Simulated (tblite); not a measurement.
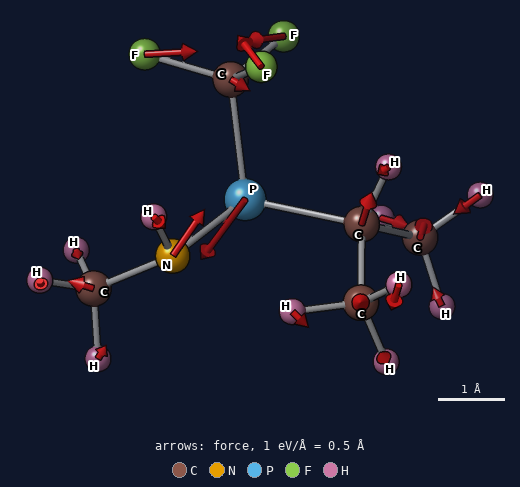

Starting geometry of C5H11F3NP with the computed forces as red arrows. Style: ball-and-stick. Shown from a free direction.

Level of theory: GFN2-xTB geometry optimisation, gas phase (tblite 0.8.0). 

Is this structure relaxed? If not, where do the atoms go?

It isn't relaxed: the largest force vector, on the P atom, is 2.96 eV/Å. The final displacements have little in common with the starting forces (cosine between the two patterns 0.16). After 204 geometry steps the energy has fallen by 129.8 kJ/mol. The largest move after the best rigid fit is that of an H atom, 1.78 Å. By element the largest moves are H 1.78 Å, F 1.06 Å, C 0.88 Å, P 0.56 Å, N 0.13 Å. Among the contacts that change: N–P 1.778 → 1.680 Å, C–P 1.875 → 1.931 Å, C–F 1.384 → 1.337 Å, C–H 1.129 → 1.087 Å. Bond angles that change, for instance: P–C–F 105.4° → 116.6°, N–P–C 108.9° → 97.7°, C–P–C 104.6° → 96.4°. Groups turn about C–C by about 55°, C–N by about 50°, C–P by about 45°.
